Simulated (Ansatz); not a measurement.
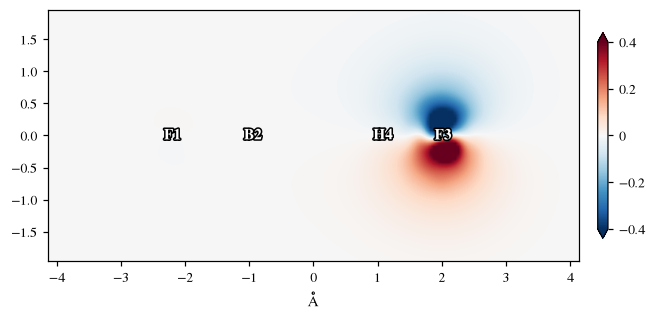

Figure 1: BF2H. The HOMO−1 on a plane that holds the molecular axis (values in Å⁻³ᐟ²; the overall sign is arbitrary).

Geometry: PBE0-D4/def2-TZVP; at this geometry the atoms fall into two loosely joined parts.

All numbers below come from RKS PBE0-D4/def2-TZVPP (Ansatz 0.2.0).

```
atom    x (Å)    y (Å)    z (Å)
   F   0.4052   1.7100  -1.3870
   B   0.1597   0.7552  -0.6117
   F  -0.4161  -1.5022   1.2178
   H  -0.2354  -0.7870   0.6372
```

> Where does this orbital lie, and at what energy?

By Hirshfeld shares it lies mainly on F3 (about 95 %); largely a lone pair of F3. It is one of a degenerate set, so its orientation is arbitrary. Its energy is −10.63 eV.
